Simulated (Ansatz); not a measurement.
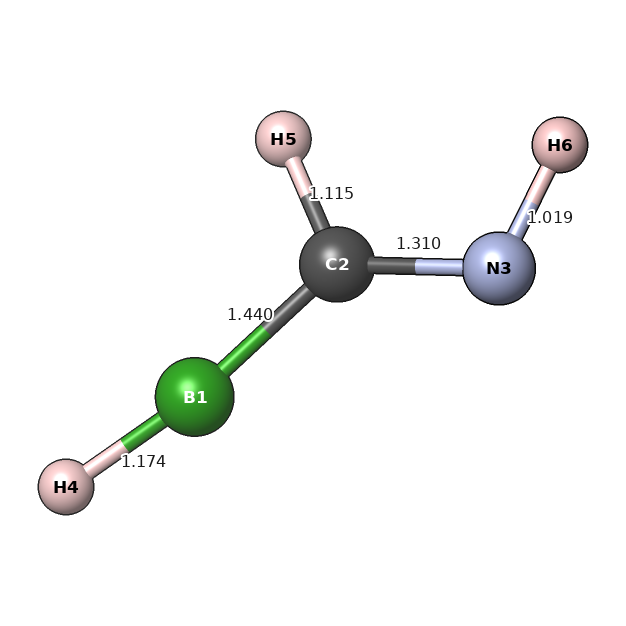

Bond lengths are marked in Å; every bond is drawn as one stick. The species is neutral and a spin doublet. Computed geometry: PBE0-D4/def2-TZVP optimisation. No frequency run is at hand to confirm it as a minimum.

**Assign a bond order to each marked bond.**

B1–C2 single; B1–H4 single; C2–N3 double; C2–H5 single; N3–H6 single. This is one Lewis structure.

**Give the structure as SMILES.**

[H]/N=C/[BH]
